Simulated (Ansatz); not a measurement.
# WCl4O (SMILES O=[W](Cl)(Cl)(Cl)Cl): PBE/def2-SVP (core potential)

What is the vertical ionisation energy of WCl4O at PBE/def2-SVP (core potential)? 

Program for the calculation: Ansatz 0.2.0.

**1. The structure to begin with**

WCl4O has 6 atoms, charge 0, and is taken as a singlet. SMILES: `O=[W](Cl)(Cl)(Cl)Cl`. Geometry: relaxed at PBE0-D4/def2-TZVP.

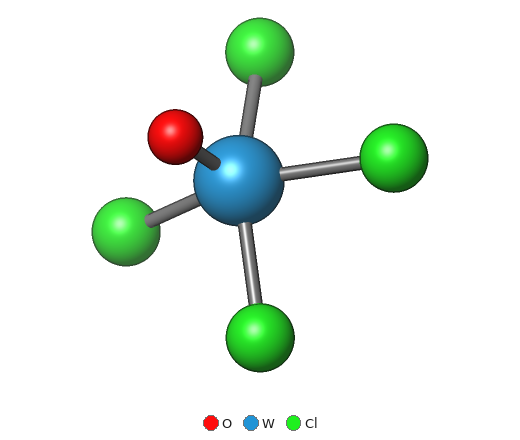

The structure, seen from a chosen angle (oxygen red, tungsten blue, chlorine green).

**2. The energy at PBE/def2-SVP (core potential)**

input.yaml reads:

```yaml
crystal:
  periodic: [false, false, false]
  atoms:
    - {symbol: O, position_ang: [-0.010050, -1.747150, 0.186510]}
    - {symbol: W, position_ang: [-0.000510, -0.089070, 0.009510]}
    - {symbol: Cl, position_ang: [1.915280, 0.567920, 1.072290]}
    - {symbol: Cl, position_ang: [-1.910010, 0.350500, -1.170330]}
    - {symbol: Cl, position_ang: [1.129180, 0.249450, -1.950250]}
    - {symbol: Cl, position_ang: [-1.123900, 0.668360, 1.852270]}
basis:
  gaussian:
    orbitals: def2-SVP
hamiltonian:
  xc: {name: PBE}
accuracy: high
output: {orbitals: {seedname: orbitals}}
```

Started as:

```console
$ ansatz run input.yaml --threads 1 --pin off --max-ram 3480MiB --events-out events.jsonl --progress --plain --runs-dir runs
```

The log of the run:

```text
Warning: RAYON_NUM_THREADS=1 ignored (pool sized by the plan → 1); use --threads N
Functional definition: PBE
  name "PBE"
  parameter kappa = 0.804
  parameter beta = 0.06672455060314922
  exchange = pbe_x(kappa = kappa, mu = beta*pi^2/3)
  correlation = pbe_c(beta = beta)
2465 factors; integrals over basis functions are off by at most 9.1e-9 eV
mean field evaluation 1: about -53922.1524 eV, gradient 7.1e1 eV
mean field evaluation 2: about -53687.7630 eV, gradient 2.7e2 eV
mean field evaluation 4: about -53929.9971 eV, gradient 2.6e1 eV
mean field evaluation 8: about -53931.7127 eV, gradient 4.0e-1 eV
mean field evaluation 16: about -53931.7043 eV, gradient 5.0e-4 eV
mean field -53931.70425864 eV, -1981.9535752830 hartree, gradient 1.7e-8 eV, S^2 0.000000; 0 other end points of the search recorded, 0 dependent functions left out
reference -53931.70426425 eV, -1981.9535754891 hartree; 45, 45 occupied and 73, 73 virtual orbitals, 2465 factors
Total energy: -53931.70426425 eV, -1981.9535754891 hartree
```

It took 15 s on 1 thread of Arm Neoverse V2, shared host; peak memory 0.38 GiB.

**3. The doublet cation at the same level**

run.yaml reads:

```yaml
crystal:
  periodic: [false, false, false]
  atoms:
    - {symbol: O, position_ang: [-0.010050, -1.747150, 0.186510]}
    - {symbol: W, position_ang: [-0.000510, -0.089070, 0.009510]}
    - {symbol: Cl, position_ang: [1.915280, 0.567920, 1.072290]}
    - {symbol: Cl, position_ang: [-1.910010, 0.350500, -1.170330]}
    - {symbol: Cl, position_ang: [1.129180, 0.249450, -1.950250]}
    - {symbol: Cl, position_ang: [-1.123900, 0.668360, 1.852270]}
basis:
  gaussian: {orbitals: def2-SVP}
total_charge: 1
magnetization: {spin_polarized: true, initial_magnetization: 1}
hamiltonian: {xc: pbe}
accuracy: high
output: {orbitals: {seedname: orbitals}}
```

Started as:

```console
$ ansatz run run.yaml --threads 1 --pin off --max-ram 3480MiB --events-out events.jsonl --progress --plain --runs-dir runs
```

The log of the run, shortened:

```text
Warning: RAYON_NUM_THREADS=1 ignored (pool sized by the plan → 1); use --threads N
[... 6 set-up lines as earlier in the session ...]
2462 factors; integrals over basis functions are off by at most 9.1e-9 eV
mean field evaluation 1: about -53908.4259 eV, gradient 5.8e1 eV
mean field evaluation 2: about -53681.4192 eV, gradient 1.7e2 eV
mean field evaluation 4: about -53910.0174 eV, gradient 4.9e1 eV
mean field evaluation 8: about -53921.3624 eV, gradient 1.3e0 eV
mean field evaluation 16: about -53921.3647 eV, gradient 1.4e-3 eV
mean field evaluation 32: about -53920.6550 eV, gradient 2.6e0 eV
mean field evaluation 64: about -53920.7148 eV, gradient 1.7e0 eV
mean field -53921.36472303 eV, -1981.5736043577 hartree, gradient 5.1e-8 eV, S^2 0.753696; 6 other end points of the search recorded, 0 dependent functions left out
reference -53921.36472898 eV, -1981.5736045763 hartree; 45, 44 occupied and 73, 74 virtual orbitals, 2462 factors
Total energy: -53921.36472898 eV, -1981.5736045763 hartree
```

Run time: 68 s. Hardware: 1 thread of Arm Neoverse V2, shared host; peak memory 0.52 GiB.

**4. Outcome**

At PBE/def2-SVP (core potential):

| quantity | value |
| --- | --- |
| singlet WCl4O: total energy | -1981.95358 Eh |
| singlet WCl4O: HOMO energy | -7.58 eV |
| singlet WCl4O: LUMO energy | -5.49 eV |
| singlet WCl4O: HOMO–LUMO gap | 2.09 eV |
| doublet cation: total energy | -1981.57360 Eh |
| doublet cation: HOMO energy (highest over α and β) | -13.66 eV |
| doublet cation: LUMO energy (lowest over α and β) | -13.10 eV |
| doublet cation: ⟨S²⟩ | 0.754 |
| vertical ionisation energy (to the doublet cation) | 10.340 eV |

Removing an electron at fixed nuclei costs 10.34 eV (998 kJ/mol). −ε(HOMO) before ionisation, 7.58 eV, is 2.76 eV below this ionisation energy.
